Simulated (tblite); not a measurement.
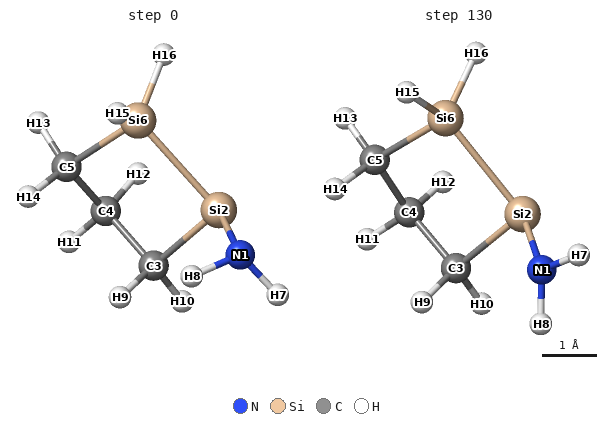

The structure of C$_{3}$H$_{10}$NSi$_{2}$ (multiplicity 2) before (left) and after (right) a relaxation, at one scale.

Style: ball-and-stick. Shown from a free direction.

Method: GFN2-xTB geometry optimisation, gas phase (tblite 0.8.0). 

### Describe what moved and what it gained.

Over 130 geometry steps the energy falls by 14.5 kcal/mol. The atom that moves furthest after the best rigid fit is H8 (1.33 Å). Largest moves by element: H 1.33 Å, N 0.32 Å, C 0.14 Å, Si 0.11 Å. Near-neighbour distances that change, for instance: N1–Si2 1.804 → 1.736 Å, Si2–Si6 2.255 → 2.306 Å, N1–H8 1.051 → 1.007 Å, N1–H7 1.045 → 1.006 Å. Bond angles that change, for instance: Si2–Si6–H15 112.0° → 132.6°, Si2–N1–H7 105.4° → 120.4°, Si2–N1–H8 106.6° → 120.9°. Groups turn about N1–Si2 by about 85°.
